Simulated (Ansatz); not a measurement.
**Run report: CH6AlFO2, geometry relaxation (part 1 of 2)**

CH6AlFO2, computed with RKS B3LYP/def2-SVP (Ansatz 0.2.0).

It belongs to a series of runs on one base structure; here: end point B relaxed. Figures and captions count atoms from 1; the log counts them from 0 in places.

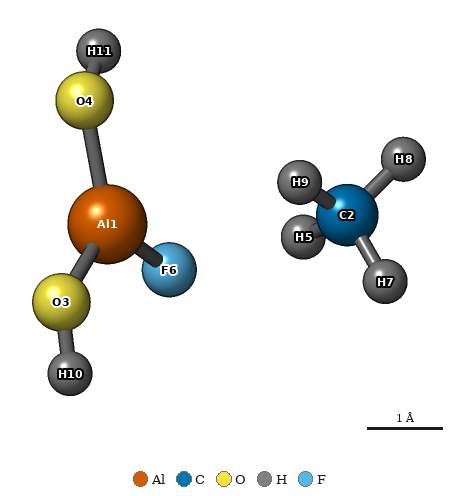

*The structure as given in the input (ball-and-stick view, seen at a tilt; atoms are numbered from 1 in the order of the input). Sticks mark near contacts.*

Bond lengths as drawn: Al–F 1.73 Å, Al–O 1.69 Å, C–H 1.09 to 1.10 Å and H–O 0.96 Å.

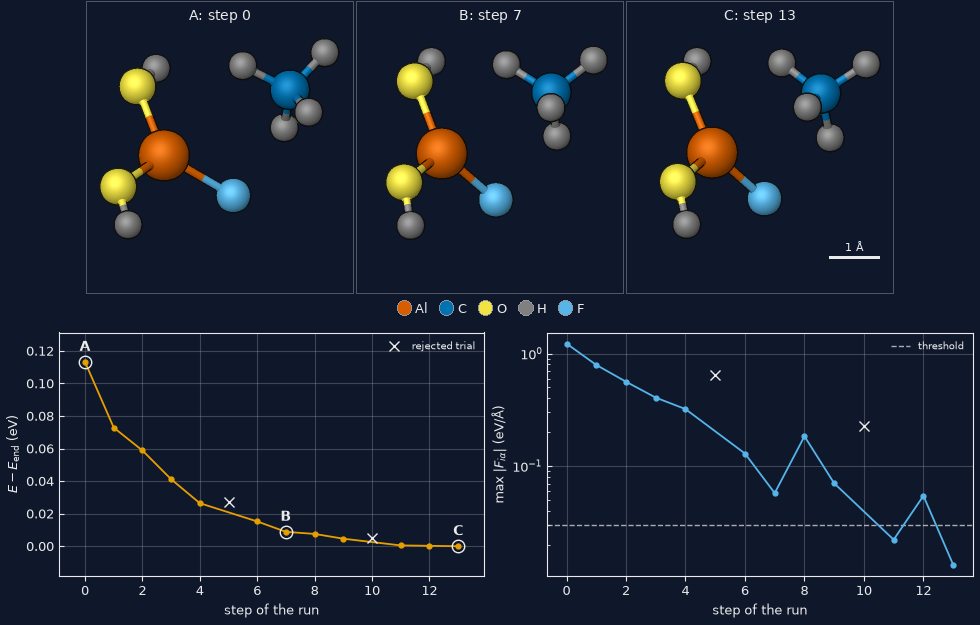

*Frames of the relaxation (ball-and-stick view, seen at a tilt) above the curves, on which the letters mark them (the first geometry is step 0 here and step 1 in the log).*

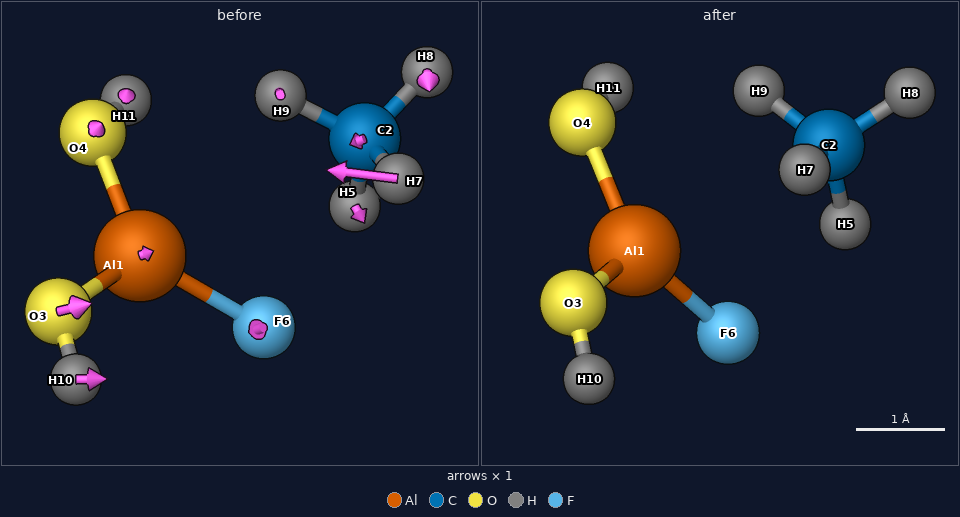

*Before (left) and after (right) the relaxation, at one scale (ball-and-stick view, seen at a tilt). The pink arrows give the displacements, at true length.*

After 13 geometry steps the energy has fallen by 0.113 eV. Largest force component: 1.2 eV/Å at the start, 0.013 eV/Å at the end. The line search rejected the trial steps at points 5, 10 (counted from 0) and went back. The largest move after the best rigid fit is that of H7, 0.85 Å. By element the largest moves are H 0.85 Å, O 0.47 Å, F 0.31 Å, C 0.22 Å, Al 0.19 Å. Among the contacts that change: Al1–F6 1.730 → 1.671 Å, C2–H5 1.087 → 1.102 Å, Al1–O4 1.686 → 1.696 Å, Al1–O3 1.687 → 1.693 Å. Among the angles that change: Al1–O3–H10 126.7° → 124.5°. (Atoms are counted from 1 in the order of the input.)

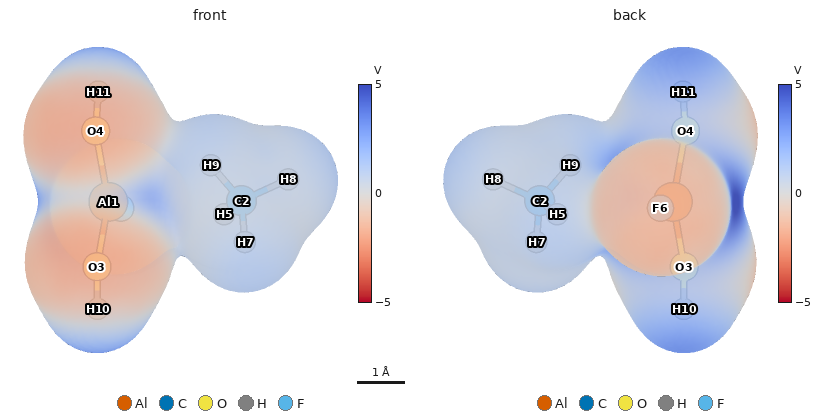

*The molecular electrostatic potential painted on the density surface at 0.004 e/bohr³, seen at a tilt and from behind; the colour scale runs from red (negative) to blue (positive).*

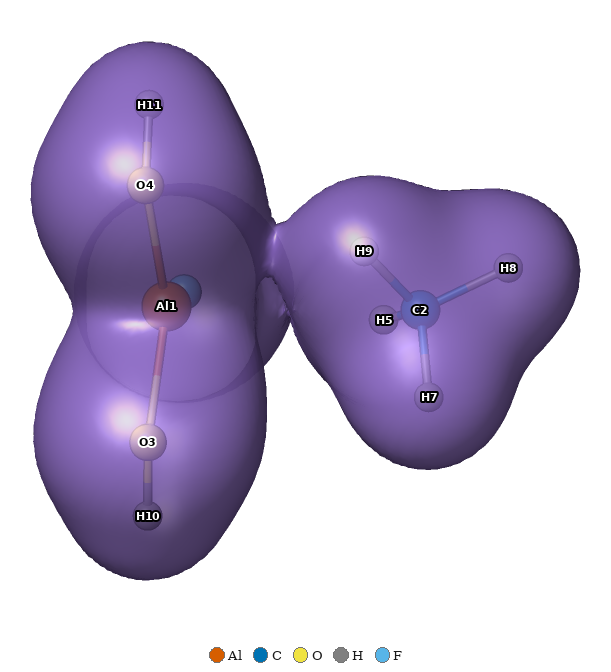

*Isosurface of the total electron density at 0.08 e/Å³ (purple), seen face on.*

At this value the surface is in one piece. It is pinched off along the C···Al (2.87 Å) contacts. On the grid the lowest density along these lines, outside the cores, is 0.07 e/Å³ (C···Al, 2.87 Å), 0.67 e/Å³ (Al–F, 1.67 Å), 0.72 e/Å³ (Al–O, 1.69 Å) and 2.3 e/Å³ (O–H, 0.96 Å).

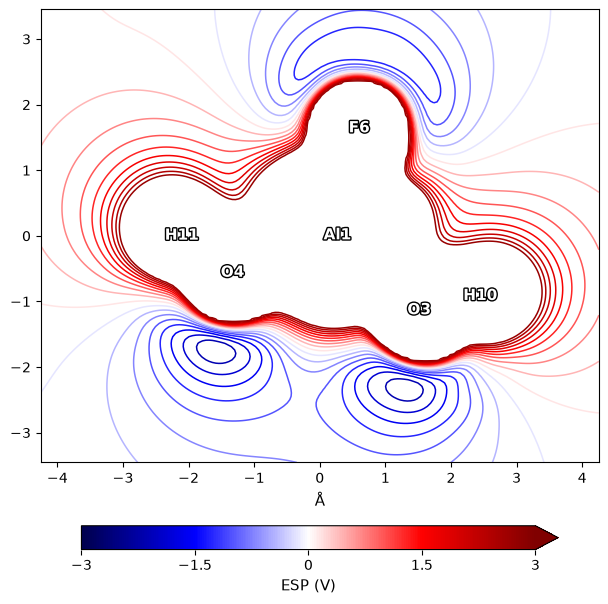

*Molecular electrostatic potential on the plane of atoms Al1, O4 and H11.*

The plane passes through Al, O, F and H nuclei.

These pictures come from the run below.

**Input file**
```yaml
crystal:
  periodic: [false, false, false]
  atoms:
    - { symbol: Al, position_ang: [-0.606511, -1.144084, 0.632348] }
    - { symbol: C, position_ang: [0.656801, 1.553671, -0.712638] }
    - { symbol: O, position_ang: [-1.22668, -2.000637, -0.68215] }
    - { symbol: O, position_ang: [0.814497, -1.698807, 1.351155] }
    - { symbol: H, position_ang: [-0.106849, 1.367319, 0.03882] }
    - { symbol: F, position_ang: [-1.45516, 0.205209, 1.305509] }
    - { symbol: H, position_ang: [0.184532, 1.987786, -1.605786] }
    - { symbol: H, position_ang: [1.398564, 2.256779, -0.308508] }
    - { symbol: H, position_ang: [1.170984, 0.623909, -1.005168] }
    - { symbol: H, position_ang: [-2.01017, -1.784035, -1.189247] }
    - { symbol: H, position_ang: [1.179891, -1.367309, 2.175568] }
basis:
  gaussian: { orbitals: def2-SVP }
hamiltonian:
  xc: b3lyp
relax:
  f_tol: 0.03
  max_steps: 50
output:
  orbitals: {}
```

Launched with:
```bash
ansatz run input.yaml --threads 2 --pin off --max-ram 3072MiB --backend cpu --events-out ev --progress --plain --runs-dir out
```

**Log**
```
The last accepted step is kept in [file] (removed where the run ends without a failure and the disk answers)
Engine: ansatz 0.2.0, aarch64-unknown-linux-gnu
Functional definition: B3LYP
  parameter a0 = 0.2
  parameter ax = 0.72
  parameter ac = 0.81
  exchange = (1 - a0 - ax)*slater_x + ax*b88_x + a0*exact_x
  correlation = (1 - ac)*vwn_rpa_c + ac*lyp_c
1069 factors; integrals over basis functions are off by at most 2.7e-4 eV
mean field evaluation 1: about -14525.0108 eV, gradient 9.1e1 eV
mean field evaluation 2: about -14500.2980 eV, gradient 1.4e2 eV
mean field evaluation 4: about -14540.0654 eV, gradient 6.1e0 eV
mean field evaluation 8: about -14540.1420 eV, gradient 4.4e-1 eV
mean field evaluation 16: about -14540.1424 eV, gradient 1.6e-5 eV
mean field -14540.14235801 eV, -534.3403759946 hartree, gradient 1.6e-5 eV, S^2 0.000000; 0 other end points of the search recorded, 0 dependent functions left out
the calculation of the forces begins
reference -14540.14262255 eV, -534.3403857160 hartree; 25, 25 occupied and 79, 79 virtual orbitals, 1069 factors
relax step   1: F+E_penalty+E_count = -14540.14235801 eV  Δ(F+E_penalty+E_count) = +0.000e0 eV  max|allowed force component| = 1.228e0 eV/Å  Δτ_max = 0.0000 Å  (25 SCF iters, accepted)
these checks for a lower state are left out or cut short: starts, cluster_reference, orbital_swaps, neighbouring_geometries, increment
1069 factors; integrals over basis functions are off by at most 2.7e-4 eV
mean field -14540.18269534 eV, -534.3418583639 hartree, gradient 1.9e-5 eV, S^2 0.000000; 0 other end points of the search recorded, 0 dependent functions left out
[... from here on the field's lines of each further geometry are left out, up to the last ...]
relax step   2: F+E_penalty+E_count = -14540.18269534 eV  Δ(F+E_penalty+E_count) = -4.034e-2 eV  max|allowed force component| = 7.930e-1 eV/Å  Δτ_max = 0.1907 Å  (27 SCF iters, accepted)
relax step   3: F+E_penalty+E_count = -14540.19673614 eV  Δ(F+E_penalty+E_count) = -1.404e-2 eV  max|allowed force component| = 5.626e-1 eV/Å  Δτ_max = 0.1269 Å  (27 SCF iters, accepted)
relax step   4: F+E_penalty+E_count = -14540.21439900 eV  Δ(F+E_penalty+E_count) = -1.766e-2 eV  max|allowed force component| = 4.063e-1 eV/Å  Δτ_max = 0.1234 Å  (27 SCF iters, accepted)
relax step   5: F+E_penalty+E_count = -14540.22912580 eV  Δ(F+E_penalty+E_count) = -1.473e-2 eV  max|allowed force component| = 3.213e-1 eV/Å  Δτ_max = 0.1910 Å  (26 SCF iters, accepted)
relax step   6: F+E_penalty+E_count = -14540.22815099 eV  Δ(F+E_penalty+E_count) = +9.748e-4 eV  max|allowed force component| = 6.387e-1 eV/Å  Δτ_max = 0.1950 Å  (25 SCF iters, rejected (line search))
relax step   7: F+E_penalty+E_count = -14540.24033536 eV  Δ(F+E_penalty+E_count) = -1.121e-2 eV  max|allowed force component| = 1.295e-1 eV/Å  Δτ_max = 0.0974 Å  (26 SCF iters, accepted)
relax step   8: F+E_penalty+E_count = -14540.24672539 eV  Δ(F+E_penalty+E_count) = -6.390e-3 eV  max|allowed force component| = 5.762e-2 eV/Å  Δτ_max = 0.0998 Å  (26 SCF iters, accepted)
relax step   9: F+E_penalty+E_count = -14540.24799730 eV  Δ(F+E_penalty+E_count) = -1.272e-3 eV  max|allowed force component| = 1.842e-1 eV/Å  Δτ_max = 0.1498 Å  (27 SCF iters, accepted)
relax step  10: F+E_penalty+E_count = -14540.25093971 eV  Δ(F+E_penalty+E_count) = -2.942e-3 eV  max|allowed force component| = 7.038e-2 eV/Å  Δτ_max = 0.1300 Å  (28 SCF iters, accepted)
relax step  11: F+E_penalty+E_count = -14540.25072786 eV  Δ(F+E_penalty+E_count) = +2.119e-4 eV  max|allowed force component| = 2.284e-1 eV/Å  Δτ_max = 0.1625 Å  (28 SCF iters, rejected (line search))
relax step  12: F+E_penalty+E_count = -14540.25505891 eV  Δ(F+E_penalty+E_count) = -4.119e-3 eV  max|allowed force component| = 2.221e-2 eV/Å  Δτ_max = 0.0813 Å  (27 SCF iters, accepted)
relax step  13: F+E_penalty+E_count = -14540.25530618 eV  Δ(F+E_penalty+E_count) = -2.473e-4 eV  max|allowed force component| = 5.451e-2 eV/Å  Δτ_max = 0.0506 Å  (27 SCF iters, accepted)
the calculation of the forces begins
reference -14540.25582218 eV, -534.3445457257 hartree; 25, 25 occupied and 79, 79 virtual orbitals, 1069 factors
relax step  14: F+E_penalty+E_count = -14540.25556515 eV  Δ(F+E_penalty+E_count) = -2.590e-4 eV  max|allowed force component| = 1.332e-2 eV/Å  Δτ_max = 0.0148 Å  (29 SCF iters, accepted)
1069 factors; integrals over basis functions are off by at most 3.4e-4 eV
mean field -14540.25556515 eV, -534.3445362802 hartree, gradient 7.8e-6 eV, S^2 0.000000; 1 other end points of the search recorded, 0 dependent functions left out
the calculation of the forces begins
reference -14540.25582218 eV, -534.3445457257 hartree; 25, 25 occupied and 79, 79 virtual orbitals, 1069 factors
Total energy: -14540.25582218 eV, -534.3445457257 hartree
Atom 0 at    -0.550454    -0.978980     0.576875 Å, force     0.006598    -0.004167    -0.006883 eV/Å
Atom 1 at     0.583789     1.370622    -0.626576 Å, force     0.013320     0.000261    -0.000918 eV/Å
Atom 2 at    -1.134826    -1.580772    -0.893578 Å, force    -0.005538    -0.002145     0.005878 eV/Å
Atom 3 at     0.931146    -1.578073     1.146077 Å, force    -0.005809     0.008302     0.001717 eV/Å
Atom 4 at    -0.319697     1.484880    -0.006314 Å, force    -0.002146     0.003855     0.000976 eV/Å
Atom 5 at    -1.511582    -0.010124     1.540538 Å, force     0.002568    -0.000609    -0.000745 eV/Å
Atom 6 at     0.304810     1.167007    -1.668538 Å, force    -0.001496    -0.002811     0.003609 eV/Å
Atom 7 at     1.155380     2.307648    -0.563321 Å, force    -0.007079    -0.003950     0.001850 eV/Å
Atom 8 at     1.228175     0.559009    -0.249060 Å, force    -0.004878     0.002350    -0.003897 eV/Å
Atom 9 at    -2.008913    -1.398602    -1.247893 Å, force     0.004146     0.002657    -0.001657 eV/Å
Atom 10 at     1.322071    -1.342812     1.991693 Å, force     0.000314    -0.003743     0.000071 eV/Å
Dipole moment:     0.002356     0.279765     0.005103 e Å
```
